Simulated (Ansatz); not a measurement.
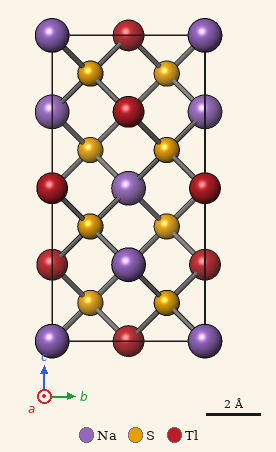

Solid NaTlS$_{2}$ (a generated structure, set up in I-42d), before the relaxation. The picture is a ball-and-stick view of the conventional cell (2 times the calculation's cell), seen along the a axis. Lengths and directions refer to the drawn axes.

Theory: DFT, PBE, plane waves, PAW (Ansatz).

Input
```yaml
crystal:
  lattice:
    - [-2.8723753242, 2.8723753242, 5.7447506485]
    - [2.8723753242, -2.8723753242, 5.7447506485]
    - [2.8723753242, 2.8723753242, -5.7447506485]
  atoms:
    - { symbol: Na, position: [0.0, 0.0, 0.0] }
    - { symbol: S, position: [0.375, 0.375, 0.5] }
    - { symbol: Na, position: [0.75, 0.25, 0.5] }
    - { symbol: S, position: [0.125, 0.625, 0.0] }
    - { symbol: Tl, position: [0.5, 0.5, 0.0] }
    - { symbol: S, position: [0.875, 0.875, 0.5] }
    - { symbol: Tl, position: [0.25, 0.75, 0.5] }
    - { symbol: S, position: [0.625, 0.125, 0.0] }
kpoints:
  mp_grid: { grid: [6, 6, 6] }
hamiltonian:
  xc: pbe
scf:
  occupations: { method: fermi_dirac, width: 0.02 }
relax:
  f_tol: 0.005
  cell: {}
```

Launched with:
```bash
ansatz run input.yaml --threads 2 --pin off --max-ram 18432MiB --backend cpu --events-out ev --progress --plain --runs-dir out
```

What does the optimiser find from here?

The energy falls by 1.237 eV per cell of the calculation in 8 accepted moves (10 points after the start). The largest force component goes from 0.31 to 0.00023 eV/Å. Pressure: 9.65 GPa at the start and 0.00 GPa at the end. At 2 points the geometry stayed and the basis and grid were re-selected for the new cell (energy shift of 14.8 meV per cell of the calculation at most each time). The largest moves relative to the cell, 0.18 Å, are those of S2, S4, S6 and S8. S4 goes along +b. Na and Tl stay in place. Cell: a = b 5.745 → 6.454 Å (+12.3 %), c 11.490 → 11.190 Å (−2.6 %). Volume +22.9 %. Near-neighbour distances that change, for instance: Na1–S2 2.488 → 2.788 Å, S2–Tl5 2.488 → 2.573 Å. Among the angles between lasting bonds that change: S2–Na1–S6 109.5° → 119.8°, Na1–S6–Na3 109.5° → 100.0°, Na1–S6–Tl5 109.5° → 116.7°. The space group stays I-42d (No. 122).

History of the run:

| step | E − E(0), meV/atom | largest force component, eV/Å | pressure, GPa | volume, Å³/atom | note |
| --- | --- | --- | --- | --- | --- |
| 0 | 0.00 | 0.3103 | 9.65 | 23.699 |  |
| 1 | -118.79 | 0.5176 | 2.03 | 27.017 |  |
| 2 | -146.03 | 0.1175 | 0.58 | 28.509 |  |
| 3 | -150.87 | 0.0094 | -0.03 | 29.208 |  |
| 4 | -152.14 | 0.0336 | 0.21 | 29.000 |  |
| 5 | -152.35 | 0.0578 | -0.20 | 29.170 |  |
| 6 | -152.53 | 0.0013 | 0.00 | 29.083 |  |
| 7 | -154.38 | 0.0036 | 0.09 | 29.083 | same geometry, new basis |
| 8 | -154.54 | 0.0006 | 0.02 | 29.129 |  |
| 9 | -154.56 | 0.0002 | 0.00 | 29.131 |  |
| 10 | -154.57 | 0.0002 | 0.00 | 29.131 | same geometry, new basis |

The structure at the end:

```xyz
8
Lattice="-3.2270 3.2270 5.5948 3.2270 -3.2270 5.5948 3.2270 3.2270 -5.5948" Properties=species:S:1:pos:R:3 pbc="T T T"
Na    0.0000    0.0000   11.1896
S     1.7924    1.6135    1.3987
Na    0.0000    3.2270    2.7974
S     1.6135   -1.4346    4.1961
Tl    0.0000    0.0000    5.5948
S     1.4346    1.6135    6.9935
Tl    3.2270    0.0000    2.7974
S     1.6135    4.6616   -1.3987
```

The end point in the same view:

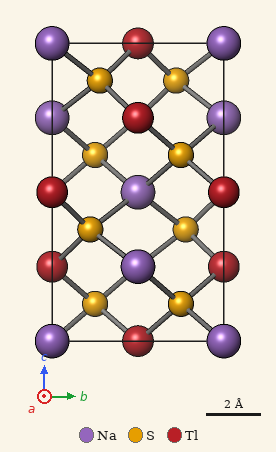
